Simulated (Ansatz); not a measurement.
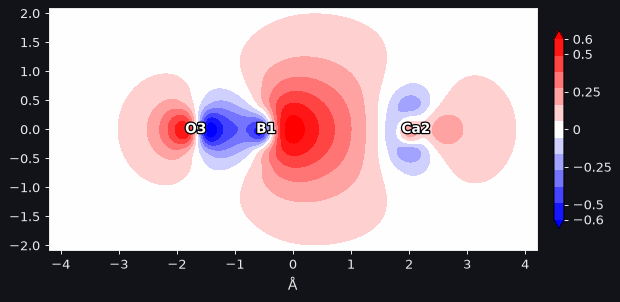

*BCaO (doublet). The HOMO−1 (α) on a plane that holds the molecular axis (values in Å⁻³ᐟ²; the overall sign is arbitrary).*

Geometry: PBE0-D3(BJ)/pcseg-1.

Method: Ansatz 0.2.0, isolated molecule in a Gaussian basis; Kohn-Sham density functional theory, functional PBE0.

**What is the character of this orbital?**

By Hirshfeld shares it lies mainly on B1 (about 60 %), Ca2 (about 25 %) and O3 (about 10 %); it is of σ type. Its energy is −7.77 eV.
